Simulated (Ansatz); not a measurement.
Consider AlCu5.

Input file:

```
crystal:
  lattice:
    - [4.4873947966, 0.0, 0.0]
    - [-2.2436973983, 3.8861978907, 0.0]
    - [0.0, 0.0, 4.2380549008]
  atoms:
    - { symbol: Al, position: [0.0, 0.0, 0.5] }
    - { symbol: Cu, position: [0.6664582174, 0.0, 0.0] }
    - { symbol: Cu, position: [0.0, 0.6664582174, 0.0] }
    - { symbol: Cu, position: [0.3335417826, 0.3335417826, 0.0] }
    - { symbol: Cu, position: [0.3333333333, 0.6666666667, 0.5] }
    - { symbol: Cu, position: [0.6666666667, 0.3333333333, 0.5] }
basis:
  ecutwfc: 420
kpoints:
  mp_grid: { grid: [12, 12, 10] }
hamiltonian:
  xc: pbe
scf:
  occupations: { method: gaussian, width: 0.1 }
output:
  forces: true
  stress: true
  eigenvalues: true
  write_density: true
  write_potential: true
  elf: true
  volumetric_format: npy
relax:
  adjacent_minimum: "off"
  f_tol: 0.01
  max_steps: 80
  cell: { stress_tol: 0.05 }
```

Command:

```sh
ansatz run input.yaml --threads 1 --pin off --max-ram 2560MiB --backend cpu --events-out ev --progress --plain --runs-dir out
```

Below, planes, directions and counts refer to the conventional cell (a = 4.49 Å, b = 4.49 Å, c = 4.23 Å, α = 90.00°, β = 90.00°, γ = 120.00°).

Space group P-62m; a structure generated by program, which may or may not match a known phase; computed without spin polarisation.

These are results of DFT PBE, scalar-relativistic, plane waves, PAW (Ansatz 0.2.0), not measurements.

> What will maps of the valence pseudo-density and electron localisation function show?

Al–Cu (2.59 Å): the density is about 0.26 e/Å³ at the midpoint; the ELF is about 0.40 at the midpoint.

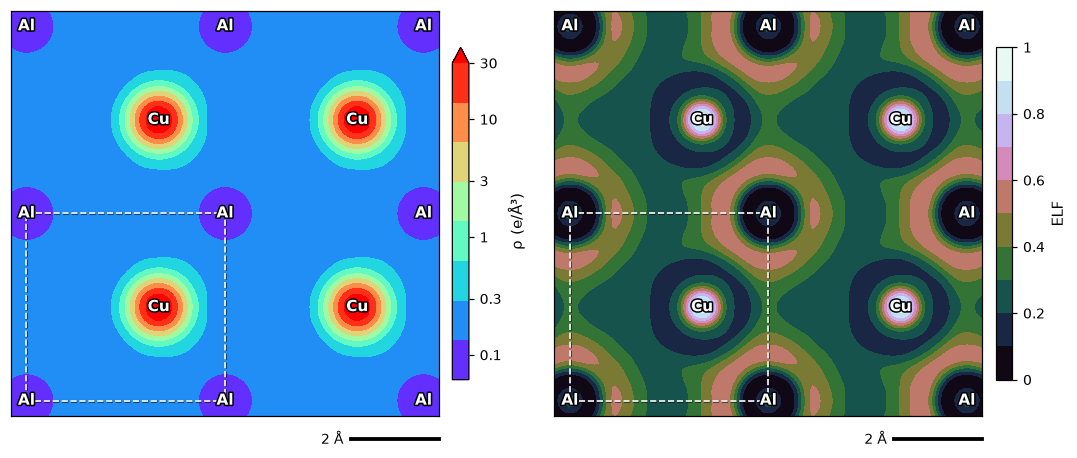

Computed valence pseudo-density and electron localisation function on the (010) plane of the conventional cell, in this order. 

Core electrons are frozen (PAW), and the valence fields are smoothed inside the atomic spheres.
